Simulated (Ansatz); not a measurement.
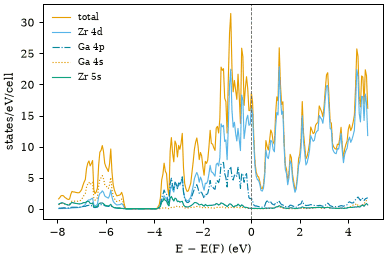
Figure. Total and projected density of states of Zr5Ga3 in space group P6_3/mcm (No. 193; Zr on 4d, Zr on 6g, Ga on 6g), the program Ansatz at the r²SCAN level (PAW)

Task: Which orbitals carry the states next to the Fermi level?

Result: Within 0.5 eV of the Fermi level: Zr 4d 77 %, Ga 4p 17 %. Projections are on Löwdin-orthogonalised atomic valence shells; empty p or d shells of many metals are not among them.

Task: Where is the tallest occupied peak in this window, and what makes it?

Result: Near -0.8 eV, about 31 states/eV per cell; the largest projected share is Zr 4d.

The first step of the workflow began from a Materials Project structure, measured or hypothetical; the Crystallography Open Database copy checked does not list it. Whether it is the stable phase at ambient conditions was not checked. Symmetry was held in the r²SCAN relaxation; its stability against distortions is not shown here. No spin polarisation was allowed. Spin–orbit coupling is left out wherever it is not named.

Potentials: the earlier of the program's two PAW sets.
